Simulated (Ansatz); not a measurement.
**Tl (hcp, Mg type): scan of one atom of the cell**

Relaxed Tl (hcp, Mg type):

```xyz
4
Lattice="7.2150 0.0000 0.0000 -1.8037 3.1242 0.0000 0.0000 0.0000 5.5767" Properties=species:S:1:pos:R:3 pbc="T T T"
Tl     0.0000     2.0828     4.1826
Tl     3.6075     2.0828     4.1826
Tl     1.8037     1.0414     1.3942
Tl     5.4112     1.0414     1.3942
```

Scan: atom 1 (Tl, nearest neighbour Tl at 3.480 Å; its periodic images, 3.6 Å or more away, move with it) is displaced along Cartesian [110], direction (0.707, 0.707, 0.000) in Cartesian axes, by s. The other atoms stay.

All values below come from PBE (plane waves to 420 eV, PAW, scalar-relativistic; Ansatz, a first-principles code). k mesh 6×12×7 (Γ-centred), Fermi-Dirac smearing 0.05 eV. E stands for the smeared free energy. With partly filled bands, energies and forces of such displacements shift with the k mesh and the smearing. Spin-orbit coupling is left out, though Tl is heavy. The PAW data are Ansatz's earlier set. The relaxed volume of Tl is well above the measured one; the method has no dispersion term. Tl was relaxed with its symmetry unable to fall. ΔE is measured from the undisplaced structure.

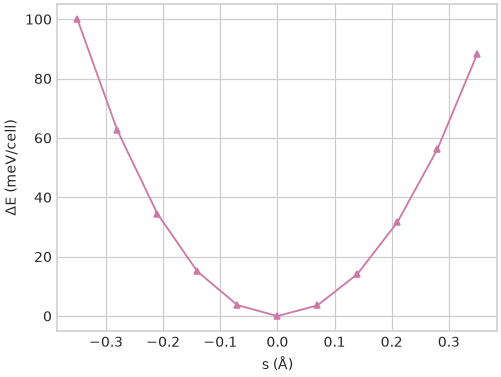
*ΔE (meV/cell) against s (Å); markers are the computed points, lines only join them.*

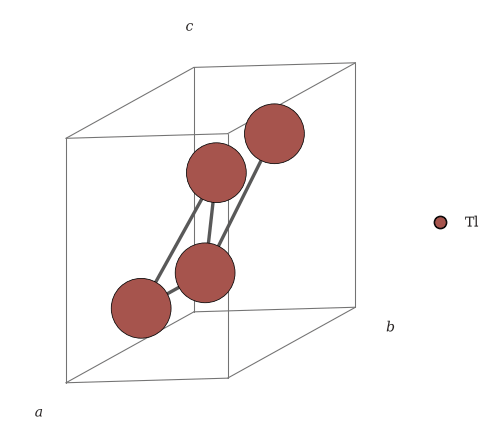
The cell of the calculation at s = -0.350 Å.

The force along the line at s = -0.350 Å is 0.606 eV/Å and the energy at s = 0.350 Å is 88 meV/cell. Shape of the curve: a single well with its minimum at or next to zero displacement. Harmonic estimate at the end of the scan: ½ks² = 91 meV/cell against the computed 88 meV/cell, so the well is close to harmonic there. Symmetry of the curve: not even: the negative side lies higher at ±0.350 Å.

With its periodic images moving along, the atom's site symmetry in this cell is mm2.

(For displaced atoms, the force is minus the slope of the energy, and its curvature is a force constant, which sets phonon frequencies.)
